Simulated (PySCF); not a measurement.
Scan of H3Si, doublet: map of symmetric stretch and umbrella angle. Scanned: Si-H bond length and angle between the Si-H bonds and the threefold axis (90 = planar).

Method: CCSD on UHF/cc-pVDZ, 5 core orbitals frozen in PySCF.

Energy in kJ/mol above the lowest grid point; x is the Si-H bond length (Å), y the angle between the Si-H bonds and the threefold axis (90 = planar) (°).

| y \ x | 1.30 | 1.37 | 1.44 | 1.51 | 1.58 | 1.64 | 1.71 | 1.78 | 1.85 |
|---|---|---|---|---|---|---|---|---|---|
| 130 | 293.0 | 199.7 | 149.7 | 132.3 | 139.1 | 159.2 | 194.6 | 239.0 | 289.0 |
| 126 | 239.0 | 148.2 | 100.6 | 85.7 | 94.9 | 117.1 | 155.1 | 201.9 | 254.3 |
| 122 | 196.2 | 107.7 | 62.5 | 49.7 | 61.2 | 85.3 | 125.3 | 174.1 | 228.5 |
| 118 | 164.4 | 78.0 | 34.8 | 24.0 | 37.4 | 63.0 | 104.7 | 155.2 | 211.1 |
| 114 | 142.7 | 58.2 | 16.8 | 7.8 | 22.8 | 49.7 | 92.8 | 144.5 | 201.6 |
| 110 | 130.2 | 47.4 | 7.7 | 0.2 | 16.6 | 44.6 | 88.8 | 141.6 | 199.5 |
| 106 | 125.4 | 44.3 | 6.0 | 0.0 | 17.7 | 46.7 | 92.1 | 145.7 | 204.3 |
| 102 | 126.5 | 46.8 | 10.1 | 5.4 | 24.5 | 54.6 | 101.1 | 155.7 | 215.0 |
| 98 | 130.8 | 52.4 | 17.1 | 13.9 | 34.4 | 65.8 | 113.6 | 169.4 | 229.8 |
| 94 | 135.2 | 57.9 | 23.6 | 21.7 | 43.5 | 76.1 | 125.3 | 182.6 | 244.6 |
| 90 | 137.0 | 60.1 | 26.4 | 24.9 | 47.3 | 80.4 | 130.3 | 188.4 | 251.3 |

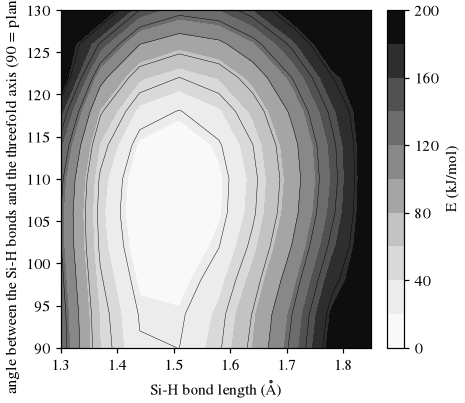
Figure: Energy surface, cut off at 200 kJ/mol.

Points that lie below all their neighbours on the grid: x = 1.51, y = 106 (0.0 kJ/mol).
